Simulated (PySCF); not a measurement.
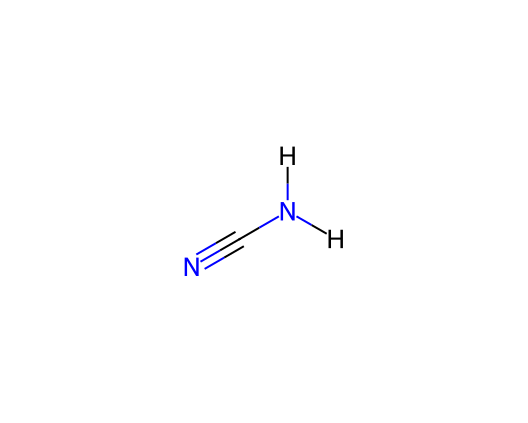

Skeletal drawing of a molecule.

**Write the SMILES.**

N#CN

**Give the formula, hydrogens included.**

CH2N2.

**An optimisation with PBE0-D3(BJ)/def2-SVP gave a structure of which point group?**

Cs.

More results for the same structure follow; atom numbers are the same in all pictures, views and colours differ. The geometry was computed by an optimisation with PBE0-D3(BJ)/def2-SVP. No frequency run is at hand to confirm it as a minimum.

**Geometry**

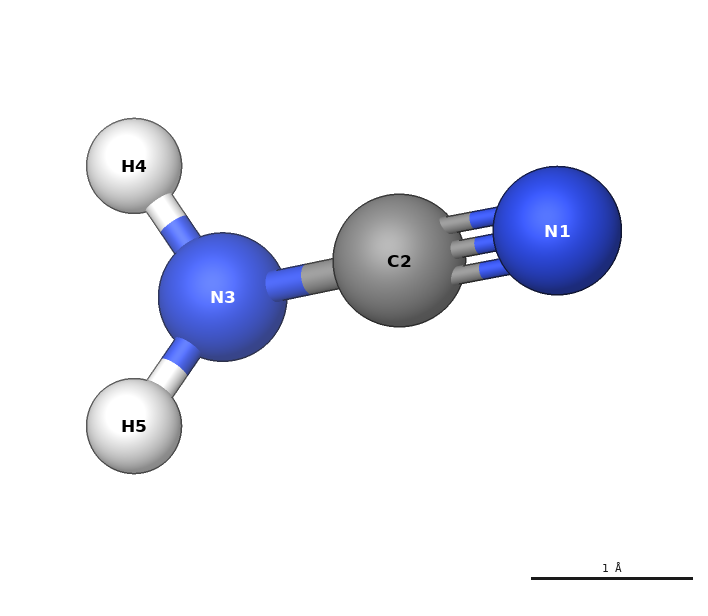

Atoms carry their numbers in the input. No frequency run is at hand to confirm it as a minimum.

What are the angles N1–C2–N3, C2–N3–H4, H4–N3–H5?

```
   angle  degrees
N1–C2–N3    177.6
C2–N3–H4    115.9
H4–N3–H5    114.0
```

**NMR shielding**

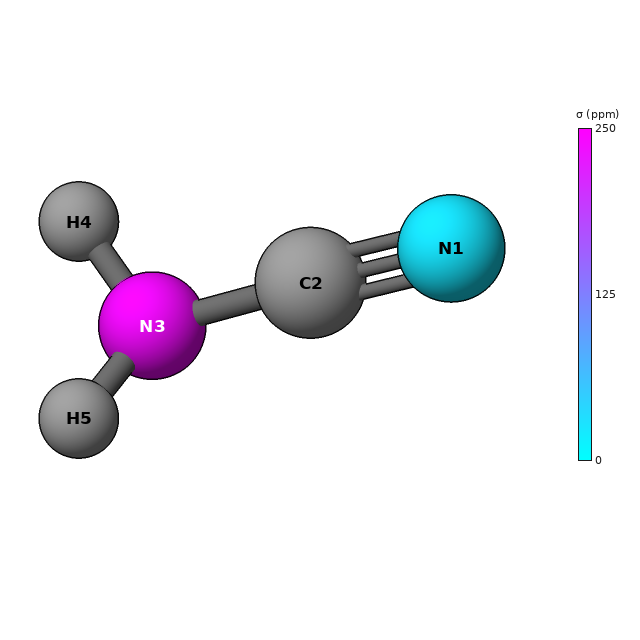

Atoms are coloured by their isotropic NMR shieldings (N only, the others grey). No frequency run is at hand to confirm it as a minimum. Level of theory: GIAO PBE0/6-311+G(2d,p) NMR shielding, non-relativistic, gas phase (PySCF 2.14.0).

Give the isotropic NMR shieldings of the N atoms atom by atom.

```csv
atom,σ (ppm)
N1,24.8
N3,239.0
```

**Electronic properties**

No frequency run is at hand to confirm it as a minimum. Level of theory: PBE0/def2-TZVP, gas phase (PySCF 2.14.0).

**Give the dipole moment at this level.**

4.72 D.

**What is the HOMO–LUMO gap?**

8.11 eV.

**What is the HOMO energy (Kohn–Sham orbital)?**

−7.97 eV.

**Bond orders**

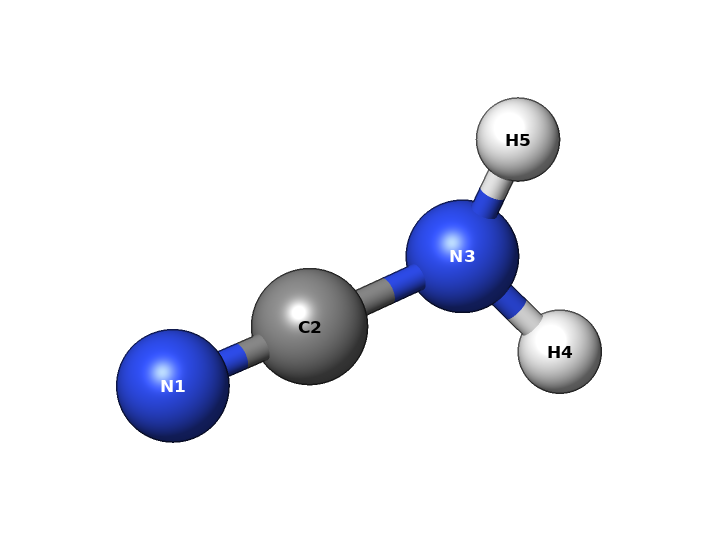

Every bond is drawn as one stick. No frequency run is at hand to confirm it as a minimum. Level of theory: PBE0/6-31G* (PySCF 2.14.0).

**Which bond has the highest Mayer bond order?**

N1–C2, 2.91, at a length of 1.162 Å.

**Which bond has the lowest Mayer bond order?**

N3–H4 and N3–H5, 0.81, at 1.014 Å.

List the Mayer bond orders of N1–C2, C2–N3, N3–H4 (one bond of each equivalent set).

```tsv
bond	Mayer order	length (Å)
N1–C2	2.91	1.162
C2–N3	1.09	1.335
N3–H4	0.81	1.014
```

**Charges**

The questions are on IAO charges. No frequency run is at hand to confirm it as a minimum. Method: PBE0/def2-TZVP, gas phase (PySCF 2.14.0).

List the IAO charges.

```json
{"atom": "N1", "value (e)": "−0.31"}
{"atom": "C2", "value (e)": "0.22"}
{"atom": "N3", "value (e)": "−0.53"}
{"atom": "H4", "value (e)": "0.31"}
{"atom": "H5", "value (e)": "0.31"}
```
